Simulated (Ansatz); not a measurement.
# What Na → Y does to Na

Consider Na in the bcc (W type) structure (space group Im-3m, No. 229; a = 4.223 Å).

It is then changed as follows: full substitution Na → Y, then cell and atoms are relaxed.

The values are results of r2SCAN, PAW, 500 eV (Ansatz, a program for electronic structure; spin-orbit coupling left out), not measurements. k-mesh 16×16×16 (Γ-centred); smearing 0.05 eV (Fermi–Dirac).

The volume per atom falls by 4.04 Å³ to 33.62 Å³ and the space group remains Im-3m (No. 229). The shortest interatomic distance falls by 0.1359 Å to 3.522 Å and the band gap remains zero.

Final structure:

```
CELL_PARAMETERS angstrom
     -2.03317     2.03317     2.03317
      2.03317    -2.03317     2.03317
      2.03317     2.03317    -2.03317
ATOMIC_POSITIONS crystal
  Y  0.00000 0.00000 0.00000
```

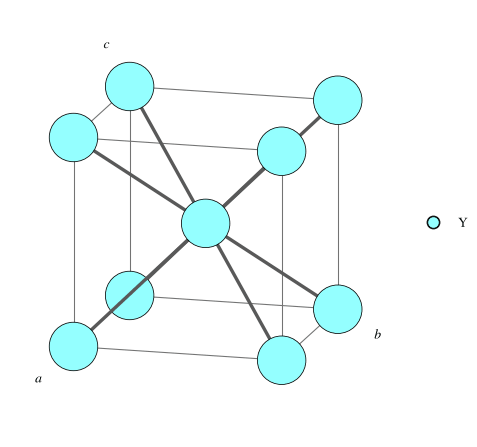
The relaxed conventional cell after the change

Stability against distortions was not tested. As relaxed here, Y is a hypothetical phase, not in the database extracts checked. All final runs are without spin polarisation. Y has a high density of states at the Fermi level and may be magnetic at this level.
